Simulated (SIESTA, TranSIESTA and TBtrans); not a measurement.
Junction: Ir chain with one S atom inserted. Leads: straight Ir chain, spacing 2.3 Å. Geometry: as built, not relaxed. Transport runs along z; the first 6 and the last 6 of the 21 atoms are the lead cells, repeated to infinity.

```xyz
21
Lattice="9.000 0.000 0.000 0.000 9.000 0.000 0.000 0.000 48.100" Properties=species:S:1:pos:R:3 pbc="F F T"
Ir     4.500     4.500     0.000
Ir     4.500     4.500     2.300
Ir     4.500     4.500     4.600
Ir     4.500     4.500     6.900
Ir     4.500     4.500     9.200
Ir     4.500     4.500    11.500
Ir     4.500     4.500    13.800
Ir     4.500     4.500    16.100
Ir     4.500     4.500    18.400
Ir     4.500     4.500    20.700
S      4.500     4.500    22.900
Ir     4.500     4.500    25.100
Ir     4.500     4.500    27.400
Ir     4.500     4.500    29.700
Ir     4.500     4.500    32.000
Ir     4.500     4.500    34.300
Ir     4.500     4.500    36.600
Ir     4.500     4.500    38.900
Ir     4.500     4.500    41.200
Ir     4.500     4.500    43.500
Ir     4.500     4.500    45.800
```
Starting moments (μB): atom 7 +1, atom 8 +1, atom 9 +1, atom 10 +1, atom 12 +1, atom 13 +1, atom 14 +1, atom 15 +1; lead atoms +1 (left) and +1 (right).

TranSIESTA and TBtrans, PBE, DZP numerical orbitals (energy shift 0.15 eV), PseudoDojo norm-conserving scalar-relativistic potentials, mesh cutoff 200 Ry, 300 K, spin-polarised (collinear), no spin-orbit coupling; self-consistent non-equilibrium Green functions.

Energies count from the leads' Fermi level. Transmissions are for each spin. The energy step is 0.01 eV; narrower resonances are cut or missed.

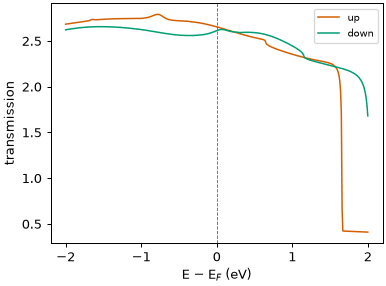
*Transmission against energy*

```tsv
E (eV)	T up	T down	lead channels up	down
-2.00	2.68	2.62	4	3
-1.80	2.71	2.65	4	4
-1.60	2.73	2.66	6	4
-1.40	2.74	2.65	6	4
-1.20	2.74	2.64	6	4
-1.00	2.75	2.63	6	6
-0.80	2.79	2.60	6	6
-0.60	2.73	2.57	6	6
-0.40	2.72	2.56	band edge	6
-0.20	2.69	2.57	4	6
0.00	2.66	2.61	4	6
0.20	2.61	2.60	4	6
0.40	2.56	2.60	4	4
0.60	2.52	2.58	4	4
0.80	2.41	2.53	3	4
1.00	2.36	2.45	3	4
1.20	2.31	2.30	3	3
1.40	2.28	2.25	3	3
1.60	2.18	2.21	3	3
1.80	0.42	2.15	1	3
2.00	0.41	1.68	1	3
```

The magnetic order of the leads was set by the start, and no other order was tried; the separate lead runs end at 0.77 (left) and 0.77 (right) μB an atom. The straight chain is held at its spacing; free chains may zigzag or dimerise. Spin-orbit coupling, left out here, matters for the heavy atoms.
